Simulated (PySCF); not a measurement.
H4BClGe, SMILES [GeH3][BH]Cl at its B3LYP/def2-SVP optimised geometry (Å):

```
7

B      0.7054     0.5272     0.0000
Cl    -0.0724     2.0959     0.0000
Ge    -0.3829    -1.2415     0.0019
H     -0.0222    -2.0782     1.2525
H     -1.9097    -1.0192    -0.0113
H     -0.0026    -2.0959    -1.2307
H      1.9097     0.5272     0.0000
```

Level of theory: B3LYP/def2-TZVP (PySCF).

Map of the deformation density (molecule minus spherical neutral atoms) (e/bohr³) on the plane z = 0.6 Å:

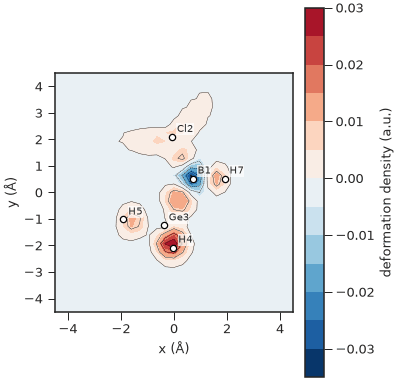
*Deformation density (molecule minus spherical neutral atoms) (e/bohr³) on the plane z = 0.6 Å.*
